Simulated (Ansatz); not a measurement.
## Electronic structure of BrClF2Si (SMILES F[Si](F)(Cl)Br) in real space

```json
{"atom": "F", "x (Å)": "1.3065", "y (Å)": "-0.9896", "z (Å)": "0.1517"}
{"atom": "Si", "x (Å)": "0.0262", "y (Å)": "-0.0824", "z (Å)": "0.0613"}
{"atom": "F", "x (Å)": "-0.6788", "y (Å)": "-0.1150", "z (Å)": "1.4657"}
{"atom": "Cl", "x (Å)": "-1.2214", "y (Å)": "-0.8414", "z (Å)": "-1.3185"}
{"atom": "Br", "x (Å)": "0.6174", "y (Å)": "1.9549", "z (Å)": "-0.4016"}
```

Geometry: PBE0-D4/def2-TZVP.

Method: RKS PBE0-D4/def2-TZVPP in Ansatz.

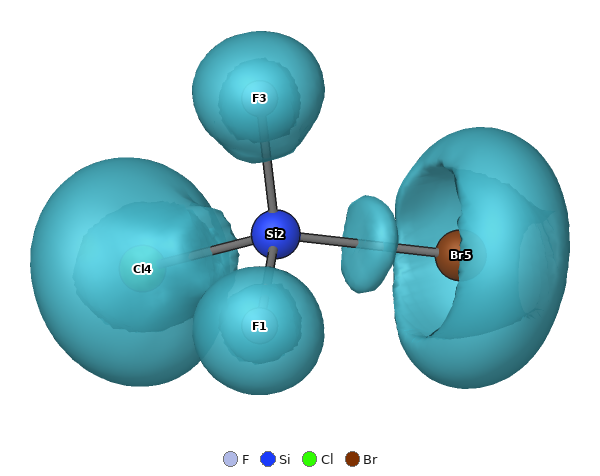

Figure 1. Isosurface of the electron localisation function at 0.8 (cyan), seen from one side. Core shells and regions of very low density are left out.

### Identify the bonds, lone pairs and shells in this picture.

The surface consists of one region between bonded Br–Si atoms (shared pairs), one region on Cl in which the atom's valence shell and bonds are merged, one ring or bowl of non-bonding electrons around Br and two regions wrapped around F (its lone pairs, merged into a ring or cap). Along the contacts the grid gives the following. Si–F (1.57 Å): the ELF peaks at about 0.85 in the valence shell of F, 0.6 Å from its nucleus, and is about 0.50 at the midpoint. Si–Cl (2.01 Å): the ELF peaks at about 0.85 between the atoms; a polar covalent bond.

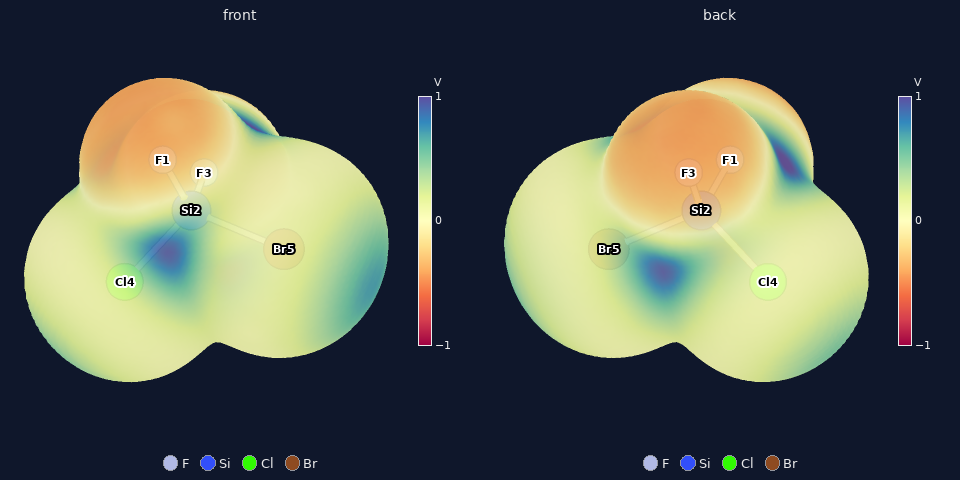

Figure 2. The molecular electrostatic potential painted on the density surface at 0.001 e/bohr³, seen from the front and from behind; red is negative and blue positive.

### Where is the surface potential most negative and most positive?

The most negative region (about −0.4 V) lies over F1 and F3, the most positive (about +1.0 V) over Si2. Cl4 shows a σ-hole: about +0.5 V at the tip opposite its bond, against about +0.1 V on its flanks. Br5 shows a σ-hole: about +0.7 V at the tip opposite its bond, against about +0.1 V on its flanks.

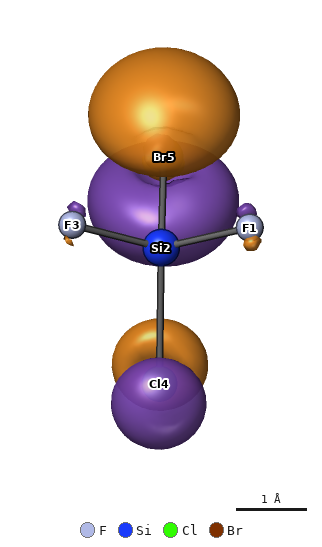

Figure 3. The HOMO at ±0.15 Å⁻³ᐟ² (orange and purple are the two phases), seen at an oblique angle.

### What is the character of this orbital?

By Hirshfeld shares it lies mainly on Br5 (about 75 %) and Cl4 (about 15 %); largely a lone pair of Br5. Its energy is −9.33 eV.
